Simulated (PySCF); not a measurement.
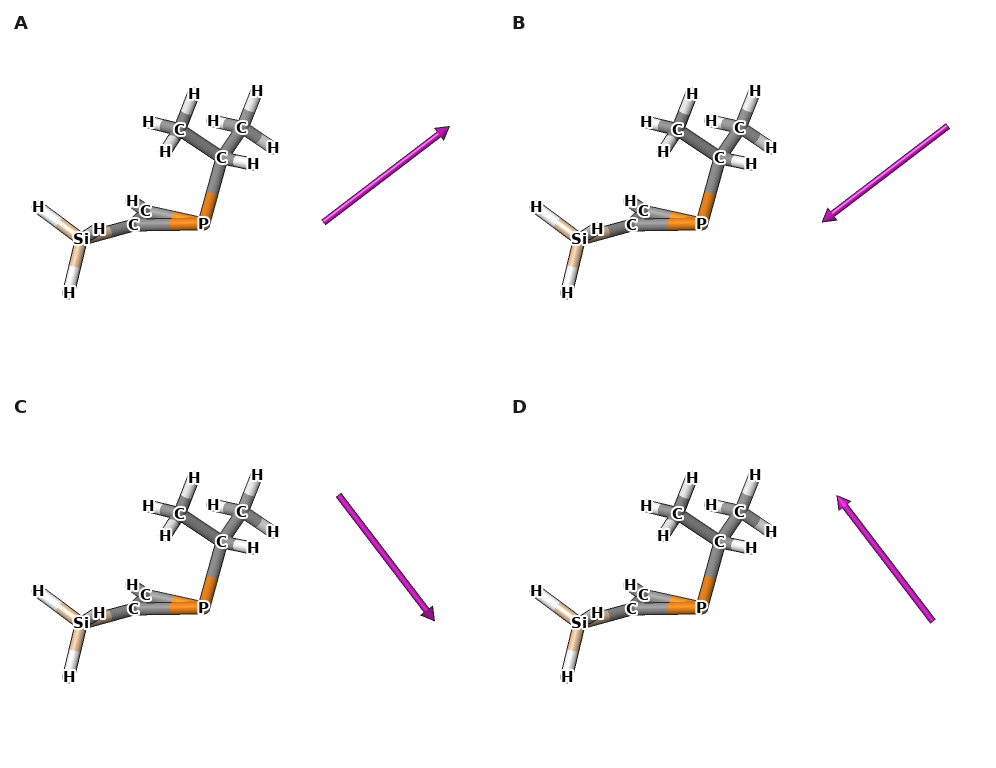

The same molecule four times, each with an arrow. Computed geometry: GFN2-xTB optimisation. No frequency run is at hand to confirm it as a minimum. Properties computed with ωB97X-D/def2-SVPD, gas phase (PySCF 2.14.0).

Which arrow points along the dipole moment, from the negative to the positive end?

Answer. D. The dipole moment is 1.42 D.

The geometry is semi-empirical. Around P, Si such bond lengths and angles can be off by a tenth of an ångström or more and by several degrees, and values that hang on the shape move with them.
